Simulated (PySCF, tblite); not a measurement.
**C₅H₁₀O₃Si: geometry, infrared bands and NMR shifts**

What infrared bands and NMR shifts should C₅H₁₀O₃Si (`COC(=O)[Si@@H]1CCCO1`) show?

The runs use tblite 0.8.0 and PySCF 2.14.0, with density-fitted response routines of our own; the level of theory stands in each step. All values are computed, except where a source is named. Atoms are numbered from 0 throughout.

## (1) The starting structure

19 atoms, charge 0, multiplicity 1; geometry from: force field or distance geometry start.

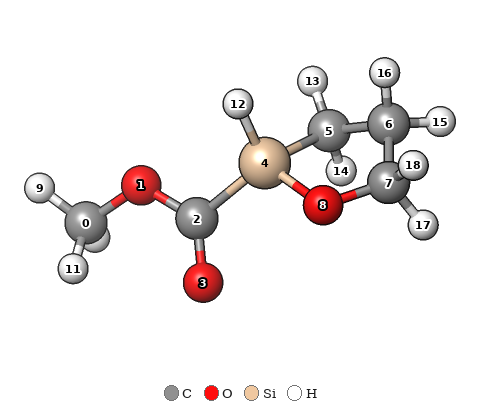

The starting geometry (carbon grey, oxygen red, silicon light orange, hydrogen white), atoms numbered.

## (2) Optimising the geometry with GFN2-xTB

Job settings and geometry (Å):

```
{"job": {"kind": "relax", "xc": "GFN2-xTB", "basis": "xTB"}, "charge": 0, "multiplicity": 1}
C      3.796300     0.347100    -0.346300
O      2.419700     0.477800    -0.647400
C      1.492200    -0.495500    -0.294800
O      1.774900    -1.553200     0.293400
Si    -0.255400    -0.180100    -0.743700
C     -1.146100     0.958300     0.466000
C     -2.518200     0.383700     0.215200
C     -2.440400    -1.079400     0.067400
O     -1.285000    -1.504400    -0.541500
H      4.359700     0.971600    -1.080300
H      4.086000     0.729900     0.649400
H      4.114200    -0.705700    -0.488500
H     -0.433100     0.338500    -2.094200
H     -1.044100     2.012500     0.182700
H     -0.842000     0.763500     1.513600
H     -3.230300     0.657300     1.063400
H     -2.952600     0.878600    -0.685200
H     -2.623800    -1.569900     1.059300
H     -3.281800    -1.421200    -0.580700
```

Started as:

```bash
> OMP_NUM_THREADS=1 python probes_run.py task.json out
```

The driver reads the jobs from task.json and runs them one after another.

Standard output:

```text
step      E/eV     max force
  0    -809.39605    3.763
  1    -809.71948    3.744
  2    -809.80990    1.568
  3    -809.86360    0.797
  4    -809.92966    0.827
  5    -809.96975    0.749
  6    -809.99422    0.343
  7    -810.00767    0.286
  8    -810.02123    0.286
  9    -810.03209    0.293
 10    -810.03981    0.244
 11    -810.04485    0.209
 12    -810.04939    0.208
 13    -810.05431    0.246
 14    -810.05865    0.170
 15    -810.06159    0.157
 16    -810.06364    0.124
 17    -810.06538    0.119
 18    -810.06673    0.091
 19    -810.06771    0.076
 20    -810.06860    0.082
 21    -810.06960    0.119
 22    -810.07056    0.119
 23    -810.07123    0.073
 24    -810.07172    0.050
 25    -810.07229    0.079
 26    -810.07313    0.119
 27    -810.07417    0.126
 28    -810.07513    0.094
 29    -810.07585    0.055
 30    -810.07640    0.065
 31    -810.07684    0.058
 32    -810.07716    0.042
 33    -810.07738    0.042
 34    -810.07757    0.052
 35    -810.07777    0.055
 36    -810.07800    0.041
 37    -810.07822    0.038
 38    -810.07849    0.054
 39    -810.07885    0.070
 40    -810.07936    0.072
 41    -810.08001    0.067
 42    -810.08070    0.078
 43    -810.08139    0.070
 44    -810.08212    0.075
 45    -810.08290    0.065
 46    -810.08375    0.070
 47    -810.08463    0.080
 48    -810.08545    0.067
 49    -810.08620    0.067
 50    -810.08692    0.072
 51    -810.08771    0.066
 52    -810.08860    0.077
 53    -810.08957    0.073
 54    -810.09035    0.111
 55    -810.08989    0.357
 56    -810.09144    0.057
 57    -810.09184    0.044
 58    -810.09299    0.068
 59    -810.09356    0.083
 60    -810.09466    0.106
 61    -810.09589    0.080
 62    -810.09762    0.112
 63    -810.09917    0.170
 64    -810.09866    0.409
 65    -810.10114    0.071
 66    -810.10172    0.052
 67    -810.10249    0.048
 68    -810.10275    0.041
 69    -810.10331    0.032
 70    -810.10350    0.029
 71    -810.10377    0.030
 72    -810.10399    0.039
 73    -810.10420    0.050
 74    -810.10438    0.051
 75    -810.10459    0.036
 76    -810.10481    0.037
 77    -810.10502    0.039
 78    -810.10514    0.057
 79    -810.10531    0.025
 80    -810.10544    0.031
 81    -810.10560    0.025
 82    -810.10576    0.026
 83    -810.10598    0.038
 84    -810.10619    0.045
 85    -810.10638    0.029
 86    -810.10651    0.021
 87    -810.10660    0.021
 88    -810.10668    0.020
 89    -810.10675    0.047
 90    -810.10681    0.017
 91    -810.10688    0.015
 92    -810.10696    0.017
 93    -810.10700    0.016
 94    -810.10704    0.010
```

Run time: 0.6 s. Hardware: 1 thread of Arm Neoverse V2, shared host.

The steps of the relaxation: (not every step is listed)

```csv
step,energy from step 0 (eV),largest force (eV/Å)
0,0.0000,3.7630
1,-0.3234,3.7441
2,-0.4139,1.5684
3,-0.4676,0.7968
4,-0.5336,0.8266
5,-0.5737,0.7487
6,-0.5982,0.3435
7,-0.6116,0.2861
8,-0.6252,0.2856
16,-0.6676,0.1245
24,-0.6757,0.0503
32,-0.6811,0.0417
40,-0.6833,0.0719
48,-0.6894,0.0667
56,-0.6954,0.0568
64,-0.7026,0.4091
72,-0.7079,0.0391
80,-0.7094,0.0310
88,-0.7106,0.0195
89,-0.7107,0.0472
90,-0.7108,0.0171
91,-0.7108,0.0150
92,-0.7109,0.0170
93,-0.7110,0.0159
94,-0.7110,0.0097
```

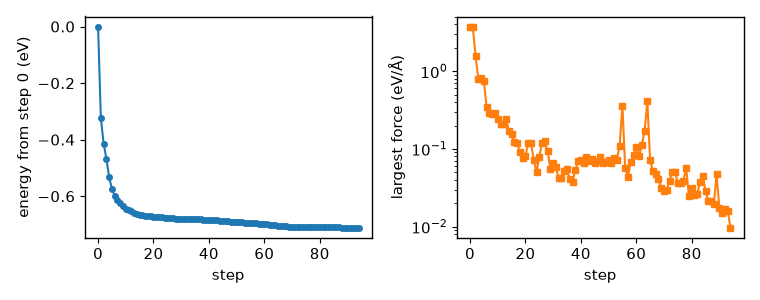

Energy and force, step by step.

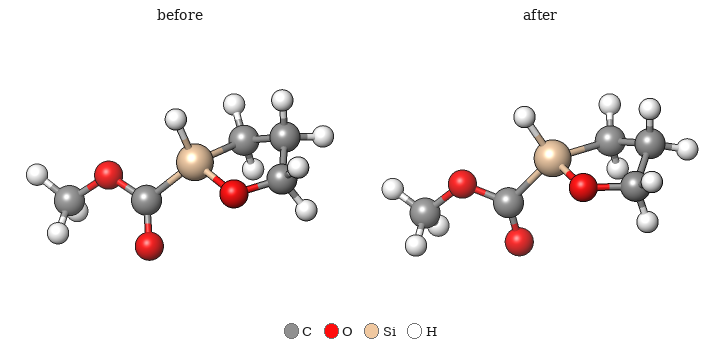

Before and after, at one scale.

Distances of close pairs at the start and the end, largest changes first:

```csv
bond,before (Å),after (Å),change (Å)
C2–Si4,1.832,1.913,+0.081
Si4–O8,1.690,1.632,-0.058
C6–C7,1.473,1.529,+0.057
O1–C2,1.390,1.336,-0.053
C6–H15,1.141,1.090,-0.051
C7–O8,1.373,1.414,+0.040
C2–O3,1.243,1.206,-0.037
C0–H9,1.116,1.087,-0.030
```

The final coordinates are the input of the step that follows.

## (3) Harmonic vibrations with GFN2-xTB

Job settings and geometry (Å):

```
{"job": {"kind": "ir", "xc": "GFN2-xTB", "basis": "xTB"}, "charge": 0, "multiplicity": 1}
C      3.817794     0.018525    -0.529798
O      2.456690     0.229765    -0.899386
C      1.525042    -0.224995    -0.055959
O      1.788430    -0.781502     0.980514
Si    -0.220685     0.159432    -0.737474
C     -1.353892     1.069038     0.494529
C     -2.670708     0.327647     0.263222
C     -2.319119    -1.133677    -0.018111
O     -1.132019    -1.193333    -0.783841
H      4.417701     0.635824    -1.193171
H      3.969801     0.304780     0.512617
H      4.076810    -1.035479    -0.647290
H     -0.114913     0.747476    -2.069388
H     -1.471267     2.137512     0.337858
H     -1.011873     0.920261     1.519471
H     -3.350164     0.400943     1.112225
H     -3.165940     0.744793    -0.614728
H     -2.145789    -1.675142     0.917126
H     -3.105703    -1.642617    -0.580712
```

Standard output:

```text
mode    cm-1     km/mol
  1      25.4      2.67
  2      44.3      0.17
  3      53.8      2.21
  4      86.1      0.12
  5     151.4      1.23
  6     187.3      7.03
  7     211.5      2.01
  8     224.8     11.95
  9     304.4     13.64
 10     388.6     24.59
 11     497.1     36.65
 12     534.2     51.53
 13     562.3      3.46
 14     600.0     37.80
 15     694.6    130.31
 16     719.5     60.80
 17     782.6     24.23
 18     801.4    121.11
 19     830.3    103.56
 20     881.6      8.15
 21     944.9     20.51
 22     981.5     18.17
 23     987.5     14.70
 24    1046.5    109.19
 25    1097.9    148.20
 26    1113.1     14.16
 27    1127.1     84.14
 28    1140.8      3.94
 29    1156.1     79.53
 30    1162.5      9.59
 31    1216.4      1.44
 32    1254.7      1.64
 33    1311.2      3.99
 34    1324.3      2.93
 35    1376.9      5.06
 36    1440.6      7.73
 37    1461.8      4.36
 38    1466.2      3.13
 39    1478.1      1.19
 40    1490.8      0.72
 41    1744.5    284.90
 42    2299.8    287.54
 43    2928.9     27.77
 44    2958.2     39.57
 45    2978.2     14.99
 46    2979.7      4.38
 47    2989.0     12.56
 48    2991.4     74.67
 49    2997.4     35.13
 50    3032.1     25.64
 51    3042.3     10.58
```

Wall time 0.6 s (1 thread of Arm Neoverse V2, shared host).

Which atoms move in the most intense modes:

```csv
cm⁻¹,km/mol,atoms
695,130.3,H12 85 %
801,121.1,"Si4 20 %, H13 18 %, C5 16 %, O8 13 %"
830,103.6,"Si4 28 %, O8 25 %, O1 11 %"
1046,109.2,"O8 23 %, H15 22 %, C7 16 %, H13 15 %"
1098,148.2,"C7 32 %, C6 21 %, O8 16 %, C5 12 %"
1127,84.1,"C2 33 %, O1 20 %, H9 19 %, C0 14 %"
1744,284.9,"C2 61 %, O3 38 %"
2300,287.5,H12 97 %
```

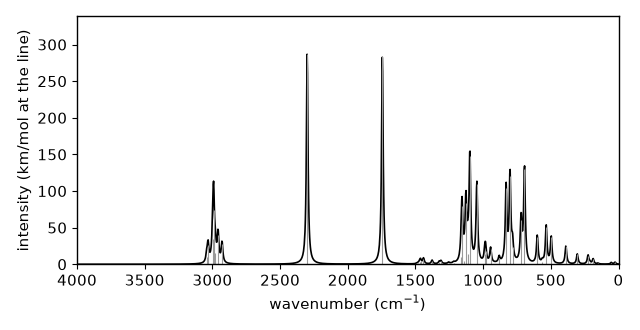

The infrared spectrum from these modes, unscaled. Lines are broadened to a width of 14 cm⁻¹ (Lorentzian).

## (4) NMR shieldings: PBE0/pcSseg-1

Same as in step 3 but for these lines:

```diff
@@ -1,2 +1,2 @@
-{"job": {"kind": "ir", "xc": "GFN2-xTB", "basis": "xTB"}, "charge": 0, "multiplicity": 1}
+{"job": {"kind": "nmr", "xc": "PBE0", "basis": "pcSseg-1"}, "charge": 0, "multiplicity": 1}
 C      3.817794     0.018525    -0.529798
```

With the program's defaults for keys left out, this is: GIAO PBE0/pcSseg-1 NMR shielding, non-relativistic, gas phase.

Standard output:

```text
coarse grid: 16512 points
cycle   1  E = -710.8110871166  dE =  1.407e+00  |g| = 1.056e+00  |ddm| = 3.903e+00
cycle   2  E = -710.3205458348  dE =  4.905e-01  |g| = 1.924e+00  |ddm| = 2.131e+00
cycle   3  E = -710.9992264347  dE = -6.787e-01  |g| = 3.271e-01  |ddm| = 1.543e+00
cycle   4  E = -711.0174785444  dE = -1.825e-02  |g| = 1.193e-01  |ddm| = 2.641e-01
cycle   5  E = -711.0198081250  dE = -2.330e-03  |g| = 2.487e-02  |ddm| = 7.517e-02
cycle   6  E = -711.0199329148  dE = -1.248e-04  |g| = 8.640e-03  |ddm| = 2.560e-02
cycle   7  E = -711.0199495164  dE = -1.660e-05  |g| = 1.769e-03  |ddm| = 7.912e-03
cycle   8  E = -711.0199500955  dE = -5.791e-07  |g| = 6.740e-04  |ddm| = 1.837e-03
final grid: 155312 points
cycle   9  E = -711.1051245149  dE = -2.397e-05  |g| = 1.549e-02  |ddm| = 2.681e-02
cycle  10  E = -711.1050674908  dE =  5.702e-05  |g| = 2.363e-02  |ddm| = 2.233e-02
cycle  11  E = -711.1051677139  dE = -1.002e-04  |g| = 2.375e-03  |ddm| = 1.426e-02
cycle  12  E = -711.1051687456  dE = -1.032e-06  |g| = 5.305e-04  |ddm| = 1.629e-03
cycle  13  E = -711.1051687903  dE = -4.473e-08  |g| = 2.178e-04  |ddm| = 4.866e-04
cycle  14  E = -711.1051687996  dE = -9.312e-09  |g| = 3.565e-05  |ddm| = 1.646e-04
cycle  15  E = -711.1051687999  dE = -2.376e-10  |g| = 1.255e-05  |ddm| = 4.211e-05
converged SCF energy = -711.1051687999

GIAO shielding tensors (ppm)
atom      isotropic    diamagn.    paramagn.     s11        s22        s33       span
  0 C      135.049     241.673    -106.624    101.999    125.088    178.060     76.061
  1 O      108.743     402.316    -293.573   -109.404    202.484    233.149    342.553
  2 C       -0.387     260.662    -261.050   -100.030     24.861     74.007    174.037
  3 O     -162.534     403.579    -566.113   -512.661   -284.387    309.445    822.106
  4 Si     356.463     881.664    -525.202    305.783    363.299    400.305     94.522
  5 C      174.089     255.091     -81.002    157.261    174.079    190.926     33.665
  6 C      157.499     251.484     -93.984    136.481    163.158    172.858     36.377
  7 C      113.649     241.788    -128.139     72.451    107.066    161.431     88.980
  8 O      294.271     397.769    -103.498    237.251    290.072    355.490    118.239
  9 H       28.021      26.744       1.277     24.197     26.595     33.270      9.073
 10 H       27.289      27.888      -0.598     23.506     25.805     32.557      9.051
 11 H       28.014      27.091       0.924     23.856     25.880     34.306     10.450
 12 H       26.743      30.674      -3.931     22.726     24.915     32.589      9.864
 13 H       30.725      31.810      -1.085     26.072     28.048     38.054     11.982
 14 H       30.562      33.605      -3.043     25.942     28.366     37.378     11.436
 15 H       29.708      29.081       0.627     25.236     26.971     36.918     11.681
 16 H       29.988      30.042      -0.054     25.092     27.789     37.083     11.991
 17 H       27.613      29.822      -2.209     22.365     26.347     34.127     11.762
 18 H       27.244      27.342      -0.098     22.303     26.229     33.200     10.897
```

Run time: 33 s. Hardware: 1 thread of Arm Neoverse V2, shared host; peak memory 0.94 GiB.

The references, computed at this level on geometries of the same kind, shield at (ppm): 1H TMS 31.72, 13C TMS 186.9, 29Si TMS 349.2, 17O H2O 336.1. Their shielding less the atom's gives the shift. The references are single molecules in the gas phase, so shifts against H2O, NH3, PH3, H3PO4 or CFCl3 are not on the usual liquid scales and can be off by tens of ppm. Atoms listed in one row are averaged.

```csv
atoms,environment,σ (ppm),δ (ppm),δ scaled to CDCl3
C2,carbonyl carbon,-0.4,187.3,180.9
C7,sp3 CH2 bonded to O,113.6,73.3,69.6
C0,methyl carbon bonded to O,135.0,51.9,48.7
C6,sp3 CH2 in a ring,157.5,29.4,26.8
C5,sp3 CH2 bonded to Si,174.1,12.8,10.6
H12,"hydrogen on a silicon bonded to 2 C, O, in a 5-membered ring",26.74,4.97,–
H18,hydrogen on an sp3 CH2 bonded to O,27.24,4.47,4.32
H17,hydrogen on an sp3 CH2 bonded to O,27.61,4.10,3.97
"H9, H10, H11",hydrogen on a methyl carbon bonded to O,27.77,3.94,3.82
H15,hydrogen on an sp3 CH2 in a ring,29.71,2.01,2.00
H16,hydrogen on an sp3 CH2 in a ring,29.99,1.73,1.74
H14,hydrogen on an sp3 CH2 bonded to Si,30.56,1.15,1.19
H13,hydrogen on an sp3 CH2 bonded to Si,30.72,0.99,1.04
O3,ester carbonyl oxygen,-162.5,498.6,–
O1,ester alkoxy oxygen,108.7,227.3,–
O8,"oxygen bonded to C, Si, in a 5-membered ring",294.3,41.8,–
Si4,"silicon bonded to 2 C, O, H, in a 5-membered ring",356.5,-7.3,–
```

The scaled column applies a straight-line fit of computed shieldings to shifts measured in CDCl3 (root-mean-square error 0.16 ppm for H, 1.9 ppm for C).

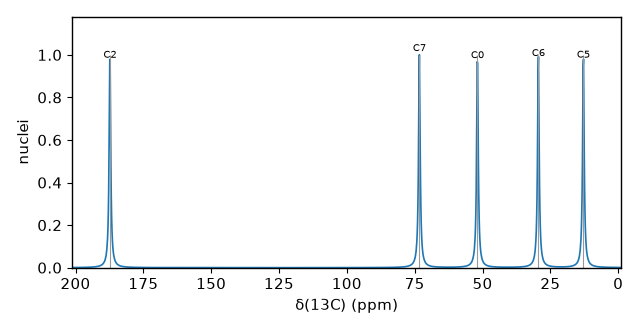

13C lines at the computed shifts, without couplings. Lines are broadened to a width of 0.70 ppm (Lorentzian).

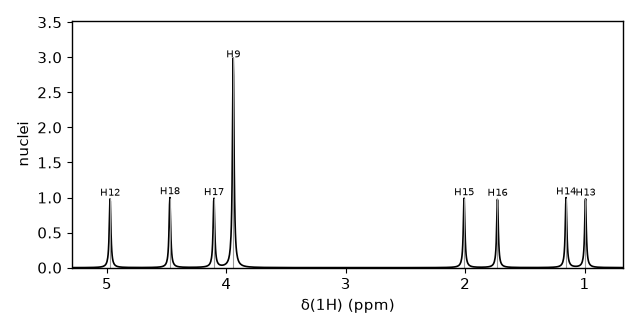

1H lines at the computed shifts, without couplings. Lines are broadened to a width of 0.02 ppm (Lorentzian).

Charges from the same density, by scheme (e):

```csv
atoms,Mulliken,IAO,Hirshfeld,ESP fit
C0,-0.05,-0.22,-0.04,-0.18
O1,-0.46,-0.33,-0.10,-0.36
C2,0.22,0.25,0.12,0.62
O3,-0.41,-0.45,-0.25,-0.51
Si4,1.01,1.09,0.42,0.39
C5,-0.56,-0.56,-0.16,-0.24
C6,-0.29,-0.27,-0.07,0.08
C7,0.09,-0.05,0.01,0.03
O8,-0.62,-0.65,-0.24,-0.40
```

IAO charges:

C0 -0.22; O1 -0.33; C2 0.25; O3 -0.45; Si4 1.09; C5 -0.56; C6 -0.27; C7 -0.05; O8 -0.65; H9 0.16; H10 0.16; H11 0.15; H12 -0.14; H13 0.15; H14 0.15; H15 0.15; H16 0.14; H17 0.13; H18 0.15

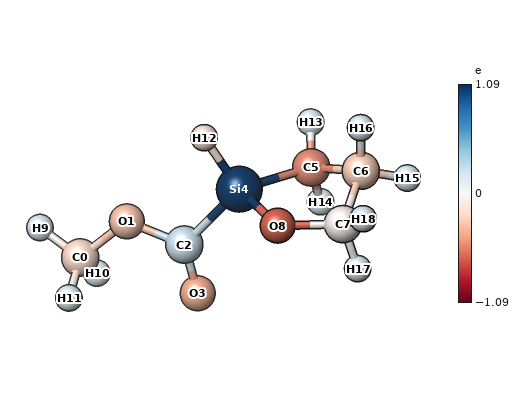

IAO charges, as colours on the atoms.

Mayer bond orders: C0–O1 0.86, O1–C2 1.05, C2–O3 1.86, C2–Si4 0.75, Si4–C5 0.92, C5–C6 1.02, C6–C7 1.04, C7–O8 0.88, O8–Si4 1.02.

Ring of atoms Si4, C5, C6, C7, O8: NICS(0) -6.3, NICS(1) -3.4, NICS(1)zz -4.5 ppm (means of both faces).

## (5) Outcome

| quantity | value |
| --- | --- |
| strongest single infrared mode (GFN2-xTB) | 2300 cm⁻¹, 288 km/mol |
| zero-point energy (GFN2-xTB) | 91.6 kcal/mol |
| 13C shifts against TMS (PBE0/pcSseg-1) | 187.3, 73.3, 51.9, 29.4, 12.8 ppm |
| 1H shifts against TMS (PBE0/pcSseg-1, means over atoms taken as alike) | 4.97, 4.47, 4.10, 3.94, 2.01, 1.73, 1.15, 0.99 ppm |
| 17O shifts against H2O (PBE0/pcSseg-1) | 498.6, 227.3, 41.8 ppm |
| 29Si shifts against TMS (PBE0/pcSseg-1) | -7.3 ppm |

In words: Over 94 steps the energy fell by 0.711 eV; of the close pairs, C2–Si4 changed most, 1.832 to 1.913 Å. No mode is imaginary among the 51: a minimum at this level. The strongest single mode, at 2300 cm⁻¹, moves mainly H12. GFN2-xTB is a fitted tight-binding method: band positions and strengths are rough. Its intensities can rank the bands wrongly. At PBE0/pcSseg-1: The largest span, 822 ppm, is at O3, where the paramagnetic term is -566 ppm.
